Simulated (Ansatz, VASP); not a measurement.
# LaCoPO in two plane-wave programs

Aim: how closely do two programs agree when they are given the same cell, functional and k mesh? The cell comes out of the VASP series on this material, whose earlier steps may have relaxed, scaled or displaced it; both programs get it as it stands.

Main program and level: Ansatz 0.2.0; plane waves, with VASP 6.6.1 beside it; relaxation of cell and atoms at LDA, DFT+U, single point at LDA, DFT+U and electric field gradients at LDA, DFT+U.

### 1. Set-up

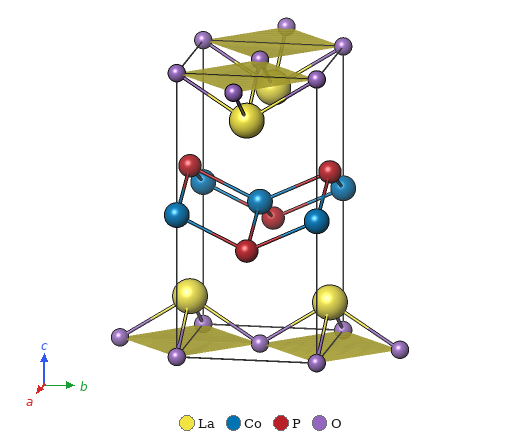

The cell as given, slightly off an axis (lanthanum yellow, cobalt blue, phosphorus red, oxygen purple). Some periodic images of atoms are drawn too.

As a file:

```cif
data_structure
_symmetry_space_group_name_H-M 'P 1'
_symmetry_Int_Tables_number 1
_cell_length_a 3.9085
_cell_length_b 3.9085
_cell_length_c 8.0130
_cell_angle_alpha 90.000
_cell_angle_beta 90.000
_cell_angle_gamma 90.000
_cell_volume 122.41
loop_
_atom_site_label
_atom_site_type_symbol
_atom_site_fract_x
_atom_site_fract_y
_atom_site_fract_z
_atom_site_occupancy
La1 La 0.00000 0.50000 0.84380 1
La2 La 0.50000 0.00000 0.15620 1
Co3 Co 0.50000 0.50000 0.50000 1
Co4 Co 0.00000 0.00000 0.50000 1
P5 P 0.50000 0.00000 0.61574 1
P6 P 0.00000 0.50000 0.38426 1
O7 O 0.00000 0.00000 0.00000 1
O8 O 0.50000 0.50000 0.00000 1
```

### 2. Ansatz: relaxation of cell and atoms, LDA, DFT+U

Ansatz runs on its default PAW (the set named soft_2) files.

The relaxed volume is the usual yardstick between codes: its relative difference is about their pressure difference at one cell divided by the bulk modulus.

Input file input.yaml:

```yaml
crystal:
  lattice:
    - [3.9084862103, 0.0, 0.0]
    - [0.0, 3.9084862103, 0.0]
    - [0.0, 0.0, 8.0129748136]
  atoms:
    - { symbol: La, position: [0.0, 0.5, 0.8438019325] }
    - { symbol: La, position: [0.5, 0.0, 0.1561980675] }
    - { symbol: Co, position: [0.5, 0.5, 0.5], spin: 2.0 }
    - { symbol: Co, position: [0.0, 0.0, 0.5], spin: 2.0 }
    - { symbol: P, position: [0.5, 0.0, 0.6157386906] }
    - { symbol: P, position: [0.0, 0.5, 0.3842613094] }
    - { symbol: O, position: [0.0, 0.0, 0.0] }
    - { symbol: O, position: [0.5, 0.5, 0.0] }
hamiltonian:
  xc: lda
  pseudopotentials: { kind: paw }
  hubbard: { sites: [{ species: Co, l: d, u_eff: 5.0 }] }
magnetization:
  spin_polarized: true
kpoints:
  mp_grid: { grid: [6, 6, 3] }
scf:
  occupations: { method: gaussian, width: 0.05 }
relax:
  f_tol: 0.01
  max_steps: 60
  cell: { stress_tol: 0.05 }
output:
  forces: true
  stress: true
```

Command:

```console
> ansatz run input.yaml --threads 4 --pin off --max-ram 9216MiB --backend cpu --events-out ev --progress --plain --runs-dir out
```

Numbers of over 12 decimals in the logs are rounded to 6 here.

The program printed:

```text
La: projections on atomic orbitals take those of the free atom [Kr 4d10] 4f0 5s2 5p6 5d1 6s2, of charge +0.00 (hamiltonian.pseudopotentials.projection_atoms); the dataset's partial waves leave at most 1.9e-5 of an orbital's norm unspanned inside its sphere
Co: projections on atomic orbitals take those of the free atom [Ne] 3s2 3p6 3d7 4s2, of charge +0.00 (hamiltonian.pseudopotentials.projection_atoms); the dataset's partial waves leave at most 1.4e-6 of an orbital's norm unspanned inside its sphere
P: projections on atomic orbitals take those of the free atom [Ne] 3s2 3p3, of charge +0.00 (hamiltonian.pseudopotentials.projection_atoms); the dataset's partial waves leave at most 1.0e-7 of an orbital's norm unspanned inside its sphere
O: projections on atomic orbitals take those of the free atom [He] 2s2 2p4, of charge +0.00 (hamiltonian.pseudopotentials.projection_atoms); the dataset's partial waves leave at most 1.9e-8 of an orbital's norm unspanned inside its sphere
Engine: ansatz 0.2.0, aarch64-unknown-linux-gnu
Pseudopotentials: kind: paw
Pseudopotential: La, paw, valence charge 11, recommended cutoff 420 eV (normal), La.paw.azcp
Pseudopotential: Co, paw, valence charge 17, recommended cutoff 420 eV (normal), Co.paw.azcp
Pseudopotential: P, paw, valence charge 5, recommended cutoff 420 eV (normal), P.paw.azcp
Pseudopotential: O, paw, valence charge 6, recommended cutoff 420 eV (normal), O.paw.azcp
Functional definition: SPW92
  exchange = slater_x
  correlation = pw_c
Crystal: 8 atoms, lattice volume = 122.408 Å³
Basis set: ecut = 420 eV, 2419 PW (Γ)
Bands: 50, of which v1, the nominal top of the filled ones, is band 39 counted from 1 (38 counted from 0)
Symmetry: 16 space group operations
Space group: P4/nmm (ITA 129), of the structure as read, at distance tolerance 5.0e-5 Å
Magnetic group: BNS 129.411 (UNI 1071), of the structure as read, at distance tolerance 5.0e-5 Å
k-points: 20 of 108
Non-local potential: La, projectors of the file, l = 0: 3, l = 1: 2, l = 2: 2, l = 3: 3
Non-local potential: Co, projectors of the file, l = 0: 3, l = 1: 2, l = 2: 3, l = 3: 1
Non-local potential: P, projectors of the file, l = 0: 2, l = 1: 2, l = 2: 2
Non-local potential: O, projectors of the file, l = 0: 2, l = 1: 2, l = 2: 1
PAW form: soft (Blöchl's): semilocal exchange-correlation on the pseudo side does not see the compensation charge
PAW frozen core: La, regenerated for the run's functional, and the local potential with it (the file was generated under x = pbe(κ = 0.804, μ = 0.219515), c = pbe(β = 0.066725))
PAW frozen core: Co, regenerated for the run's functional, and the local potential with it (the file was generated under x = pbe(κ = 0.804, μ = 0.219515), c = pbe(β = 0.066725))
PAW frozen core: P, regenerated for the run's functional, and the local potential with it (the file was generated under x = pbe(κ = 0.804, μ = 0.219515), c = pbe(β = 0.066725))
PAW frozen core: O, regenerated for the run's functional, and the local potential with it (the file was generated under x = pbe(κ = 0.804, μ = 0.219515), c = pbe(β = 0.066725))
PAW one-centre angular grid: La, 590 points (default); XC on 64 Gauss nodes
PAW one-centre angular grid: Co, 590 points (default); XC on 64 Gauss nodes
PAW one-centre angular grid: P, 110 points (default); XC on 64 Gauss nodes
PAW one-centre angular grid: O, 110 points (default); XC on 64 Gauss nodes
Initial density: superposition of atomic densities (chi_scale 0.1, normalization cell, long waves kept (reshape's long-wave potential 0.55 eV rms))
Starting moments: Σ|m| = 4 μB on 2 of 8 sites
Initial wavefunctions: pseudopotential atomic-orbital guess
Functional: x = slater, c = lda
SCF iter   1: F=—  HF=-24846.689508 eV  |F-HF|=—  |Δ(HF+E_count)|=         —  Δρ=1.38e-1 (↑4.98e-2 ↓1.38e-1)  dr2=6.23e1  dr2_m=4.71e0  M=1.401 μB ∫|m|=1.763 μB  β_m=0.30  ethr=3.10e-3  ⟨swp⟩=7.7  Hψ=8850  notcnv=0  defer=2
preconditioner: auto → Kerker (q_TF=auto, 2.531 Å⁻¹)  [metal: Δε(μ)=0.005 eV  Ē_g=9.749 eV  σ=0.050 eV  W_gap=0.06  n_scr=38 (ndim 8)  ℏωp=25.6 eV  f_vac=0.000  D(μ)=7.71/eV (n_scr^D=76)]
spin=Collinear: Kerker preconditioning applied to the charge; magnetization (m = ρ↑ − ρ↓) channel mixes plain (no charge-response kernel on spin).
SCF iter   2: F=—  HF=-24845.322314 eV  |F-HF|=—  |Δ(HF+E_count)|=    1.37e0  Δρ=5.40e-2 (↑5.40e-2 ↓3.43e-2)  dr2=5.88e0  dr2_m=3.50e-1  M=2.329 μB ∫|m|=2.716 μB  β_m=0.30  ethr=3.10e-3  ⟨swp⟩=4.0  Hψ=4563  notcnv=0  defer=208
SCF iter   3: F=—  HF=-24844.871219 eV  |F-HF|=—  |Δ(HF+E_count)|=   4.51e-1  Δρ=3.62e-2 (↑2.03e-2 ↓3.62e-2)  dr2=4.92e0  dr2_m=6.45e-1  M=1.892 μB ∫|m|=2.258 μB  β_m=0.30  ethr=3.10e-3  ⟨swp⟩=3.1  Hψ=3389  notcnv=0  defer=215
SCF iter   4: F=—  HF=-24844.601537 eV  |F-HF|=—  |Δ(HF+E_count)|=   2.70e-1  Δρ=2.51e-2 (↑1.69e-2 ↓2.51e-2)  dr2=2.56e0  dr2_m=4.09e-1  M=1.833 μB ∫|m|=2.189 μB  β_m=0.30  ethr=3.10e-3  ⟨swp⟩=2.6  Hψ=2379  notcnv=0  defer=209
SCF iter   5: F=—  HF=-24844.363496 eV  |F-HF|=—  |Δ(HF+E_count)|=   2.38e-1  Δρ=2.22e-2 (↑2.22e-2 ↓1.40e-2)  dr2=5.65e-1  dr2_m=3.13e-1  M=1.584 μB ∫|m|=2.193 μB  β_m=0.30  ethr=3.10e-3  ⟨swp⟩=3.5  Hψ=3190  notcnv=0  defer=215
[...]
SCF iter  19: F=—  HF=-24844.448833 eV  |F-HF|=—  |Δ(HF+E_count)|=   3.47e-1  Δρ=1.68e-2 (↑3.28e-3 ↓1.68e-2)  dr2=3.24e-1  dr2_m=6.66e-2  M=0.093 μB ∫|m|=1.910 μB  β_m=0.15  ethr=6.41e-5  ⟨swp⟩=4.7  Hψ=13016  notcnv=0  defer=748
SCF iter  20: F=—  HF=-24844.430651 eV  |F-HF|=—  |Δ(HF+E_count)|=   1.82e-2  Δρ=6.88e-3 (↑4.40e-3 ↓6.88e-3)  dr2=5.65e-3  dr2_m=3.60e-2  M=0.074 μB ∫|m|=1.950 μB  β_m=0.69  ethr=6.41e-5  ⟨swp⟩=2.7  Hψ=10042  notcnv=0  defer=756
SCF iter  21: F=—  HF=-24844.446797 eV  |F-HF|=—  |Δ(HF+E_count)|=   1.61e-2  Δρ=3.99e-3 (↑3.99e-3 ↓3.87e-3)  dr2=4.99e-2  dr2_m=1.93e-3  M=0.046 μB ∫|m|=2.087 μB  β_m=0.52  ethr=7.25e-6  ⟨swp⟩=2.8  Hψ=10546  notcnv=0  defer=756
SCF iter  22: F=—  HF=-24844.442235 eV  |F-HF|=—  |Δ(HF+E_count)|=   4.56e-3  Δρ=1.30e-3 (↑8.56e-4 ↓1.30e-3)  dr2=3.22e-3  dr2_m=4.70e-4  M=0.023 μB ∫|m|=2.087 μB  β_m=0.48  ethr=7.25e-6  ⟨swp⟩=2.1  Hψ=9824  notcnv=0  defer=756
SCF iter  23: F=—  HF=-24844.442176 eV  |F-HF|=—  |Δ(HF+E_count)|=         —  Δρ=4.79e-4 (↑4.79e-4 ↓2.69e-4)  dr2=3.17e-4  dr2_m=1.06e-4  M=0.015 μB ∫|m|=2.107 μB  ethr=4.13e-6  ⟨swp⟩=2.0  Hψ=7025  notcnv=0  defer=752
Mixer restart at iter 23: flushing history
SCF iter  24: F=—  HF=-24844.616782 eV  |F-HF|=—  |Δ(HF+E_count)|=         —  Δρ=3.84e-5 (↑2.45e-5 ↓3.84e-5)  dr2=2.98e-6  dr2_m=2.18e-7  M=1.394 μB ∫|m|=1.697 μB  β_m=0.48  ethr=6.53e-9  ⟨swp⟩=5.5  Hψ=12897  notcnv=0  defer=650
SCF iter  25: F=—  HF=-24844.616783 eV  |F-HF|=—  |Δ(HF+E_count)|=   4.00e-7  Δρ=4.52e-5 (↑4.52e-5 ↓3.89e-5)  dr2=6.19e-6  dr2_m=3.91e-8  M=1.394 μB ∫|m|=1.697 μB  β_m=0.35  ethr=3.82e-9  ⟨swp⟩=2.0  Hψ=10817  notcnv=0  defer=650
SCF iter  26: F=—  HF=-24844.616782 eV  |F-HF|=—  |Δ(HF+E_count)|=   5.95e-7  Δρ=1.83e-5 (↑5.47e-6 ↓1.83e-5)  dr2=2.73e-7  dr2_m=1.40e-7  M=1.394 μB ∫|m|=1.697 μB  β_m=0.44  ethr=3.82e-9  ⟨swp⟩=2.0  Hψ=6905  notcnv=0  defer=650
SCF iter  27: F=—  HF=-24844.616782 eV  |F-HF|=—  |Δ(HF+E_count)|=   6.45e-8  Δρ=1.77e-5 (↑1.77e-5 ↓1.00e-5)  dr2=5.03e-7  dr2_m=6.34e-8  M=1.394 μB ∫|m|=1.697 μB  β_m=0.44  ethr=3.50e-10  ⟨swp⟩=2.0  Hψ=7883  notcnv=0  defer=650
iter 28 did not close the SCF: its close was put off for a magnetic moment that had not settled (scf_convergence_deferred on its scf_iter line)
SCF iter  28: F=-24844.616782 eV  HF=-24844.616782 eV  |F-HF|=2.04e-8  |Δ(HF+E_count)|=   5.38e-8  Δρ=5.20e-6 (↑4.95e-6 ↓5.20e-6)  dr2=4.25e-8  dr2_m=1.50e-8  M=1.394 μB ∫|m|=1.697 μB  β_m=0.59  ethr=1.28e-10  ⟨swp⟩=1.9  Hψ=14512  notcnv=0
SCF iter  29: F=-24844.616782 eV  HF=-24844.616782 eV  |F-HF|=3.40e-8  |Δ(HF+E_count)|=   1.65e-8  Δρ=4.16e-6 (↑3.75e-6 ↓4.16e-6)  dr2=4.35e-8  dr2_m=3.81e-9  M=1.394 μB ∫|m|=1.697 μB  ethr=5.45e-11  ⟨swp⟩=1.0  Hψ=14275  notcnv=0
SCF 2 converged in 29 iterations: F = -24844.616782 eV  dr2 = 4.35e-8
a single-point calculation of the run's input, under the relaxation's own `scf.mixing.negative_modes` where the relaxation goes by `scf.lower_state_search: light` itself or types `scf.max_iter`, was made at the relaxed geometry, from the atoms, with one SCF from other starting moments behind it, in 54 SCF iterations in all. It converged +0.0 meV from the relaxation's final energy, with moments (0.00, 0.00, 0.75, 0.75 [...]
SCF converged after 7 iterations
Magnetization: 1.3939 μB (39.6969 up, 38.3031 down)
Absolute magnetization: 1.6981 μB (∫|ρ↑−ρ↓|, with the PAW one-centre terms)
Spin contamination: 0.0921 ħ² per cell (⟨S²⟩ above its minimum at these occupations)
Per-site moments (μB) at R_I (Å): [(-0.000583033, 0.959446), (-0.000583033, 0.959446), (0.749496, 0.901136), (0.749496, 0.901136), (-0.022313, 0.901136), (-0.022313, 0.901136), (-0.00143787, 0.959446), (-0.00143787, 0.959446)]
Free energy (F): -24844.616782 eV
Harris-Foulkes:  -24844.616782 eV  (|F-HF|=3.64e-12)
Internal energy: -24844.615596 eV  (E = F + TS)
E sigma→0 (E₀):  -24844.616189 eV
Entropy (-TS):   -0.001186 eV (-0.148 meV/atom)
Fermi energy:    12.531748 eV
--- Per-component energies (eV) ---
  E_band       = -617.882643
  E_kinetic    = 1804.659461
  E_local      = -10494.693428  (includes V_loc(G=0)·N_el)
  E_nonlocal   = 1305.533665
  E_hartree    = 4522.005611
  E_xc         = -866.397045
  E_vxc        = -1021.560553  (∫ρ·V_xc dr)
  E_hubbard    = 6.371792  (on-site DFT+U / exact-exchange correction)
  E_vhub       = -27.811475  (the Hubbard potential's part of the band-sum identity)
  E_paw        = -14782.013333  (= ΣΔE_a)
  E_vpaw       = -1228.026922  (= ΣTr[D̂ρ^β])
  E_aug_tail   = 0.005051  (compensation charges beyond the density's cutoff)
  E_ewald      = -6341.997851
  E_core_change = 1.910480  (= ΣΔE_core)
  E_smearing   = -0.001186  (= −TS)
  E_closure    = -0.000000  (closes the sum)
  Σ components = -24844.616782   (vs F -24844.616782, Δ=0.00e0)
--- Forces (eV/Å), atoms counted from 1 ---
  atom   1  La    -0.00000000    -0.00000000    -0.00017922
  atom   2  La     0.00000000     0.00000000     0.00017922
  atom   3  Co     0.00000000     0.00000000    -0.00000000
  atom   4  Co    -0.00000000    -0.00000000     0.00000000
  atom   5  P     -0.00000000     0.00000000     0.00014717
  atom   6  P      0.00000000    -0.00000000    -0.00014717
  atom   7  O     -0.00000000    -0.00000000     0.00000000
  atom   8  O      0.00000000     0.00000000     0.00000000
  max |Σ_I F_I| component: 1.11e-16 eV/Å
--- Stress (GPa, compression-positive) ---
        0.004038      -0.000000       0.000000
       -0.000000       0.004038      -0.000000
        0.000000      -0.000000       0.002957
  P = ⅓ Tr σ = 0.0037 GPa (0.037 kbar)
--- Relaxed structure (8 steps of the walk, 7 accepted, 2 SCFs on fresh bases) ---
  F+E_penalty+E_count = -24844.61678214 eV   max|allowed force component| = 1.792e-4 eV/Å   (the final SCF, on the basis selected at the relaxed cell)
  cell:  # Å, volume = 124.4011 Å³
    - [3.937535, 0, 0]
    - [0, 3.937535, 0]
    - [0, 0, 8.023714]
  atoms:
    - { symbol: La, position: [0, 0.500000, 0.845644] }
    - { symbol: La, position: [0.500000, 0, 0.154356] }
    - { symbol: Co, position: [0.500000, 0.500000, 0.5] }
    - { symbol: Co, position: [0, 0, 0.5] }
    - { symbol: P, position: [0.500000, 0, 0.617992] }
    - { symbol: P, position: [0, 0.500000, 0.382008] }
    - { symbol: O, position: [0, 0, 0] }
    - { symbol: O, position: [0.500000, 0.500000, 0.0] }
```

It took 2.4 min on 4 threads of Arm Neoverse V1, shared host; peak memory 1.2 GiB; 9.1 min of CPU time.

(Part 1 of 3 ends here.)

[Lines on the potential files, build, host, timing and source positions are cut from VASP's logs without a mark.]

[Logs are printed without paths, hosts, clocks, repeated set-up lines and the standing remarks that a program may print on its own settings, such as how far it seeks lower states.]

[Hosts, paths, dates, database ids (printed as entryN), source tags and the programs' standing remarks are cut or masked in the printed files.]
